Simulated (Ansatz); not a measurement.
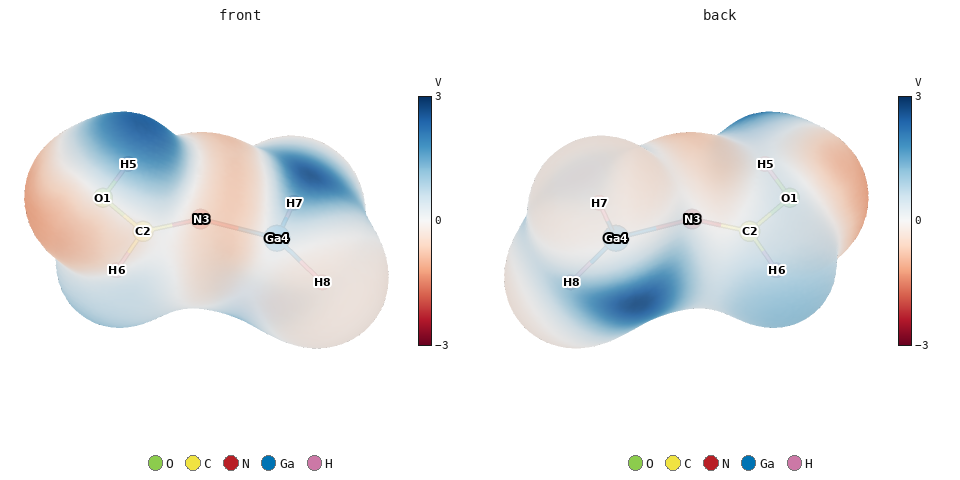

The picture shows: CH$_{4}$GaNO (SMILES OC=[N][GaH2]). The electrostatic potential painted on the density surface at 0.002 e/bohr³, seen from the front and from behind; the colour scale runs from red (negative) to blue (positive).

Geometry: PBE0-D4/def2-TZVP.

All numbers below come from RKS PBE0-D4/def2-TZVPP in Ansatz 0.2.0.

```yaml
atoms:
  - { symbol: O, position_ang: [0.4768, 2.2068, 0.4960] }
  - { symbol: C, position_ang: [0.7059, 0.8896, 0.3210] }
  - { symbol: N, position_ang: [-0.1594, 0.0672, -0.0238] }
  - { symbol: Ga, position_ang: [-0.6073, -1.6434, -0.4288] }
  - { symbol: H, position_ang: [-0.4603, 2.3519, 0.3023] }
  - { symbol: H, position_ang: [1.7607, 0.6849, 0.5320] }
  - { symbol: H, position_ang: [-1.1757, -2.5118, 0.7364] }
  - { symbol: H, position_ang: [-0.5408, -2.0451, -1.9352] }
```

Where is the surface potential most negative and most positive?

Answer. The most negative region (about −1.1 V, or −25 kcal/mol for a unit charge) lies over O1, the most positive (about +2.6 V, or +60 kcal/mol for a unit charge) over Ga4. O1 is the likeliest acceptor of a hydrogen bond.
